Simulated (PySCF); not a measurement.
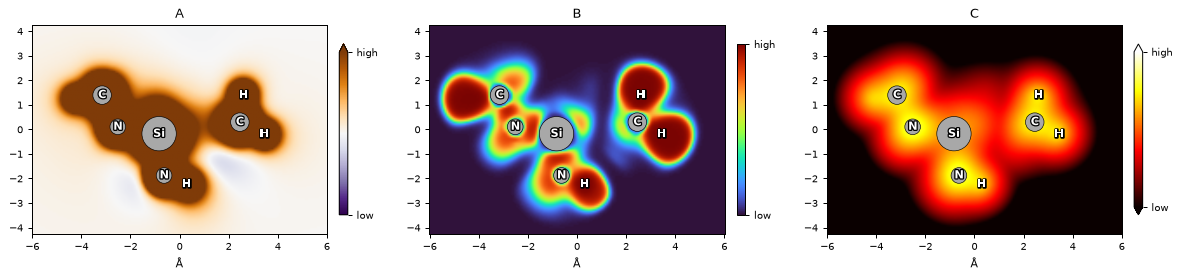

C$_{4}$H$_{12}$N$_{4}$Si: 3 fields on the plane of atoms H10, C1 and H11, with unlabelled colour scales. Grey discs cover the atomic cores.

Geometry: GFN2-xTB.

Method: PBE0/pcSseg-1, SCF density, gas phase, non-relativistic (PySCF 2.14.0).

The panels show electron density, electron localisation function and electrostatic potential in some order. Assign them.

Answer. Panel A: electrostatic potential (strongly positive close to the atoms and fading to about zero outside). Panel B: electron localisation function. Panel C: electron density. From the grid: Si–N (1.72 Å): ρ at the midpoint is about 1.1 e/Å³; the ELF peaks at about 0.90 between the atoms (a polar covalent bond). N–H (1.01 Å): the density is about 2.9 e/Å³ at the midpoint; the ELF climbs to about 1 towards the hydrogen, as it does in any bond to H; a covalent bond by its length.
